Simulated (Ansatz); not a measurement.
The figure comes from a scan of NaF (rock salt): a phonon pattern at L = (0.5, 0.0, 0.0) is frozen into a 4-atom cell, Q being the largest atomic displacement. Computed with PBE (plane waves to 420 eV, PAW, scalar-relativistic; Ansatz, a first-principles code). k mesh 6×12×12 (Γ-centred), Fermi-Dirac smearing 0.05 eV. E stands for the smeared free energy. NaF was relaxed with its symmetry unable to fall. The relaxed volume of NaF is well above the measured one; the method has no dispersion term. The zero of ΔE is the undisplaced structure.

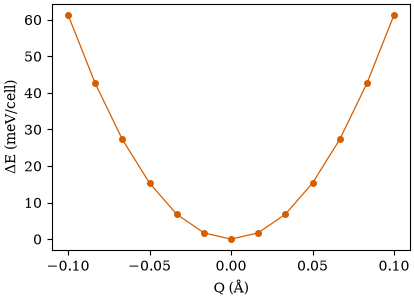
Figure: ΔE (meV/cell) against Q (Å); computed points joined by lines.

Q: Read the plotted values off the figure, to the accuracy that the plot allows.

A: To the nearest 1:

```tsv
Q (Å)	ΔE (meV/cell)
-0.100	61
-0.083	43
-0.067	27
-0.050	15
-0.033	7
-0.017	2
0.000	0
0.017	2
0.033	7
0.050	15
0.067	27
0.083	43
0.100	61
```

(A displaced cell: forces are minus the slopes of the energy, force constants its curvatures, and phonons follow from these.)
